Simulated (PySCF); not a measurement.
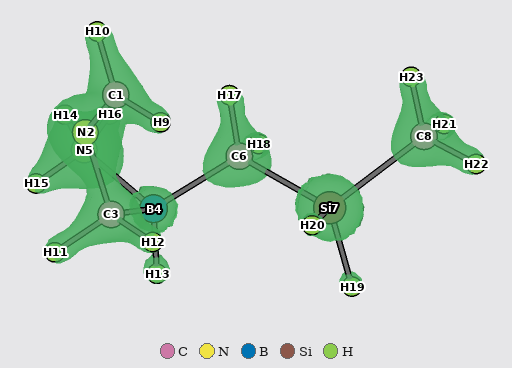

Figure. C4H15BN2Si. Isosurface of the electron density at 1.5 e/Å³ (green), seen from one side.

Geometry: GFN2-xTB.

Theory: PySCF 2.14.0, PBE0/pcSseg-1, SCF density, gas phase, non-relativistic.

Input

```
{"job": {"kind": "nmr", "xc": "PBE0", "basis": "pcSseg-1"}, "charge": 0, "multiplicity": 1}
C     -2.405169     1.241340    -0.610288
N     -2.330084     0.120425    -0.052199
C     -1.562098    -0.073789     1.135777
B     -0.364060    -1.148140     0.765042
N     -1.238688    -2.267884    -0.069718
C      0.712650    -0.549368    -0.285743
Si     1.820187     0.826821     0.394925
C      2.975154     1.460350    -0.981242
H     -1.955854     2.156650    -0.215169
H     -2.946167     1.325169    -1.544083
H     -2.233441    -0.524773     1.872803
H     -1.181839     0.867699     1.549374
H      0.111690    -1.670271     1.720600
H     -1.950711    -1.647310    -0.485880
H     -1.680893    -2.944830     0.541080
H     -0.688841    -2.738226    -0.779374
H      0.198186    -0.165749    -1.172730
H      1.367999    -1.349360    -0.645659
H      2.647692     0.336561     1.507865
H      1.048908     1.985196     0.876892
H      3.637489     0.678936    -1.342232
H      3.597090     2.272244    -0.617752
H      2.416049     1.835295    -1.833975
```

Command:

```sh
OMP_NUM_THREADS=1 python probes_run.py task.json out
```

How is the density connected at this value?

At this value the surface falls into nine separate pieces. It bridges the sampled C–N (1.25 Å) contacts, where the density stays above the isovalue. It is pinched off along the sampled C–B (1.62 Å), B–N (1.65 Å) and C–Si (1.89 Å) contacts. On the grid the lowest density along these lines, outside the cores, is 2.7 e/Å³ (C–N, 1.25 Å), 1.1 e/Å³ (C–B, 1.62 Å), 0.77 e/Å³ (B–N, 1.65 Å) and 0.78 e/Å³ (C–Si, 1.89 Å).
